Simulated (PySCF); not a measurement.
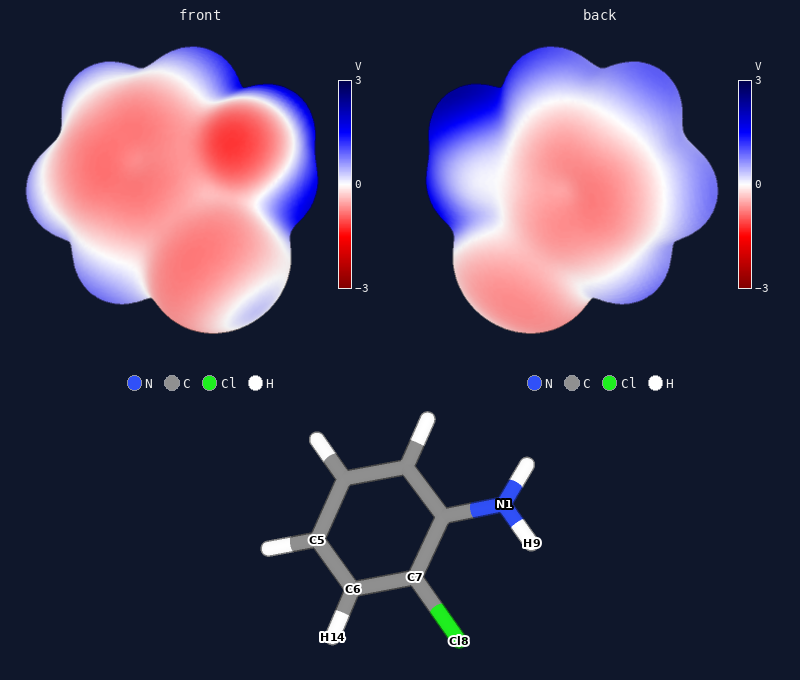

*C₆H₆ClN (SMILES Nc1ccccc1Cl). The molecular electrostatic potential painted on the density surface at 0.002 e/bohr³, seen from the front and from behind; the colour scale runs from red (negative) to blue (positive). The bare structure is drawn below in the same view.*

Geometry: GFN2-xTB.

Method: CAM-B3LYP/pcSseg-1, SCF density, in a chloroform solvent model, non-relativistic (PySCF).

```csv
atom,x (Å),y (Å),z (Å)
N,2.1868,0.5638,0.2706
C,0.8630,0.2533,0.0955
C,-0.1225,1.2432,0.1046
C,-1.4601,0.9195,-0.0016
C,-1.8552,-0.4023,-0.1224
C,-0.8979,-1.4028,-0.1377
C,0.4384,-1.0743,-0.0310
Cl,1.6320,-2.3415,-0.0649
H,2.8492,-0.1544,0.0240
H,2.4668,1.5097,0.0752
H,0.1838,2.2748,0.1993
H,-2.1996,1.7059,0.0081
H,-2.8997,-0.6571,-0.2070
H,-1.1856,-2.4382,-0.2350
```

Q: Which sites attract a positive test charge, and which a negative one?

A: A positive charge is drawn to the negative regions and a negative charge to the positive ones. The most negative region (about −1.1 V) lies over N1, the most positive (about +2.2 V) over H10. Cl8 shows a σ-hole: about +0.3 V at the tip opposite its bond, against about −0.3 V on its flanks. N1 is the likeliest acceptor of a hydrogen bond.

Q: What dipole moment does the calculation give?

A: Its dipole moment is 2.31 D.
